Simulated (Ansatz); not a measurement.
## Electronic structure of C$_{6}$H$_{12}$O$_{4}$Si in real space

```yaml
atoms:
  - { symbol: Si, position_ang: [-0.9285, -0.0024, -0.6609] }
  - { symbol: O, position_ang: [-0.9440, -0.2075, 1.0336] }
  - { symbol: C, position_ang: [-0.0232, -0.9522, 1.6825] }
  - { symbol: C, position_ang: [-0.1007, -0.7681, 3.1687] }
  - { symbol: O, position_ang: [0.7758, -1.6509, 1.1013] }
  - { symbol: H, position_ang: [0.5599, -1.4817, 3.6744] }
  - { symbol: H, position_ang: [-1.1383, -0.8770, 3.5160] }
  - { symbol: H, position_ang: [0.2127, 0.2619, 3.4019] }
  - { symbol: O, position_ang: [0.6669, 0.2067, -1.2308] }
  - { symbol: C, position_ang: [1.5791, 0.9559, -0.5748] }
  - { symbol: C, position_ang: [2.9584, 0.7755, -1.1345] }
  - { symbol: O, position_ang: [1.2889, 1.6569, 0.3680] }
  - { symbol: H, position_ang: [3.6497, 1.4941, -0.6795] }
  - { symbol: H, position_ang: [2.9460, 0.8791, -2.2291] }
  - { symbol: H, position_ang: [3.2860, -0.2520, -0.9100] }
  - { symbol: C, position_ang: [-1.9231, 1.5301, -0.9593] }
  - { symbol: H, position_ang: [-1.9631, 1.7768, -2.0320] }
  - { symbol: H, position_ang: [-1.4640, 2.3743, -0.4223] }
  - { symbol: H, position_ang: [-2.9558, 1.4089, -0.5955] }
  - { symbol: C, position_ang: [-1.5307, -1.5390, -1.4992] }
  - { symbol: H, position_ang: [-1.5258, -1.4204, -2.5944] }
  - { symbol: H, position_ang: [-2.5564, -1.7889, -1.1849] }
  - { symbol: H, position_ang: [-0.8697, -2.3801, -1.2395] }
```

Geometry: r2SCAN-D4/def2-SVP.

Theory: Ansatz, RKS PBE0-D4/def2-TZVP.

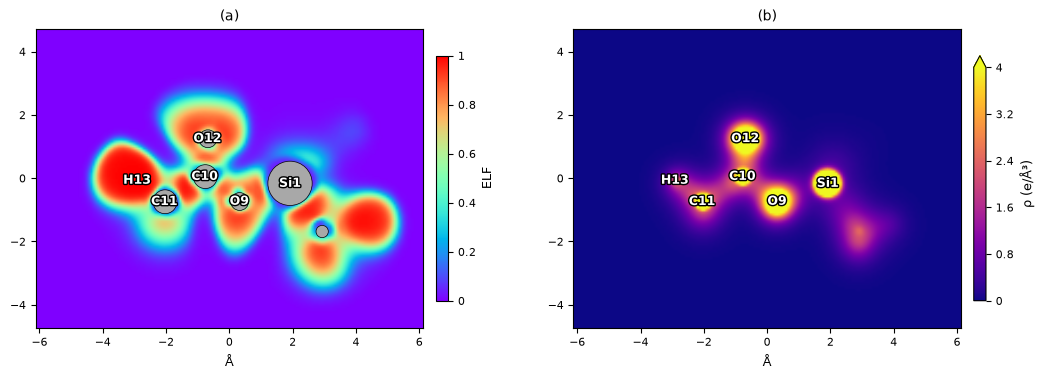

Figure 1. (a) electron localisation function; (b) total electron density on the plane of atoms C10, C11 and H13. Grey discs cover the atomic cores in the ELF map.

> Read the bonding off the picture.

The section cuts through Si, O, C and H sites.
C–O (1.21 Å): the density is about 3.4 e/Å³ at the midpoint; the ELF peaks at about 0.85 between the atoms: a short, multiple covalent bond.
C–C (1.50 Å): ρ at the midpoint is about 1.8 e/Å³; the ELF peaks at about 0.95 between the atoms: localised, covalent bonding.
Si–O (1.71 Å): ρ at the midpoint is about 1 e/Å³; the ELF peaks at about 0.90 between the atoms, as expected for a shared but strongly polarised pair.
C–H (1.10 Å): the density is about 2 e/Å³ at the midpoint; the ELF climbs to about 1 towards the hydrogen, as it does in any bond to H: a covalent bond by its length.
C–O (1.35 Å): ρ is about 2.4 e/Å³ halfway, with its minimum of 2 e/Å³ about 0.5 Å from C; the ELF peaks at about 0.85 between the atoms: a shared but strongly polarised pair.
The ELF also peaks beside O9 and O12, away from the bonds: lone-pair regions.

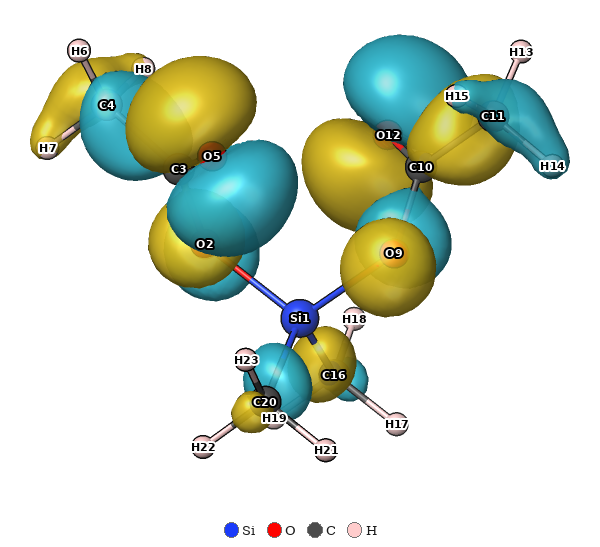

Figure 2. The HOMO at ±0.08 Å⁻³ᐟ² (yellow and cyan are the two phases), seen at a tilt.

> Describe this orbital and give its energy.

It lies mainly on O12 (about 30 %), O5 (about 30 %), O2 (about 5 %) and O9 (about 5 %); largely a combination of lone pairs on O12, O5, O2 and O9. Its energy is −7.85 eV.

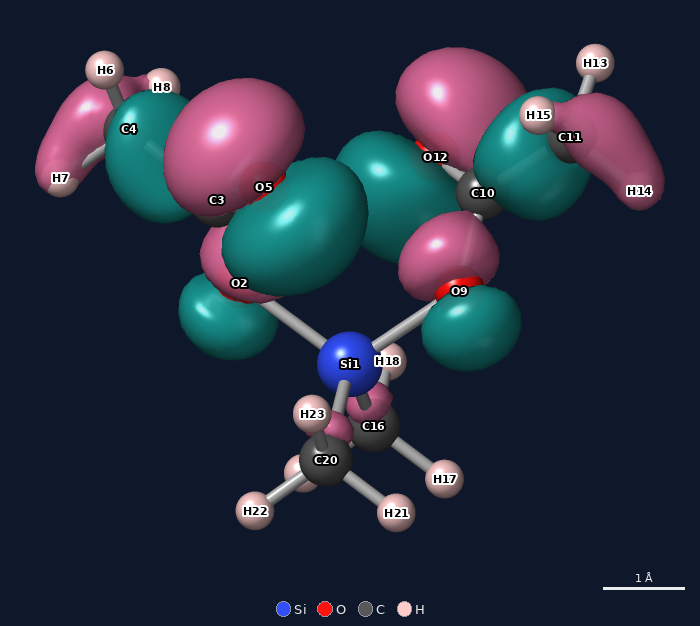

Figure 3. The HOMO−1 at ±0.08 Å⁻³ᐟ² (teal and pink are the two phases), seen across its widest extent.

> Where does this orbital lie, and at what energy?

It lies mainly on O12 (about 30 %) and O5 (about 30 %). Its energy is −7.92 eV.
